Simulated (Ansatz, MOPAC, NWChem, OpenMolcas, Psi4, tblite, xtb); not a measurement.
## How methods differ on CH5BO (SMILES CBO)

The runs start from one conformer, not always the lowest.

CH5BO, singlet, SMILES `CBO`. Each level relaxes the structure for itself.

Each level gives the highest harmonic wavenumber at each level's own minimum (cm⁻¹). The values are calculated.

| level | kind | program | value (cm⁻¹) |
| --- | --- | --- | --- |
| AM1 | semi-empirical | MOPAC | 3510 |
| GFN2-xTB | semi-empirical | tblite | 3609 |
| GFN1-xTB | semi-empirical | xtb | 3694 |
| HF/3-21G | Hartree–Fock | OpenMolcas | 3930 |
| HF/6-31G* (Cartesian functions) | Hartree–Fock | OpenMolcas | 4134 |
| B3LYP-D3(BJ)/def2-SVP | global hybrid | NWChem | 3850 |
| PBE0-D4/def2-TZVP | global hybrid | Ansatz | 3888 |
| PBE0-D4/def2-TZVP (density fitting) | global hybrid | Psi4 | 3888 |

Harmonic and unscaled. The values span 3510 to 4134 cm⁻¹.

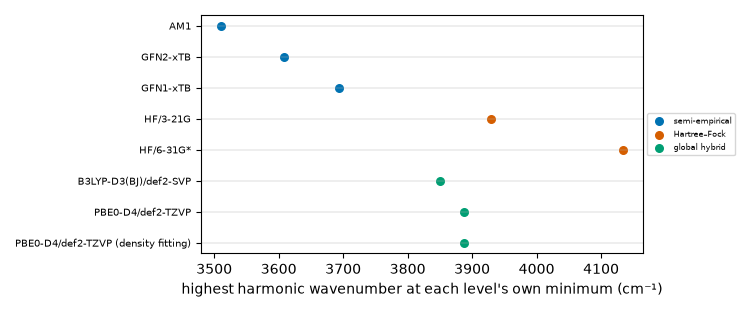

The values of the table, level by level.
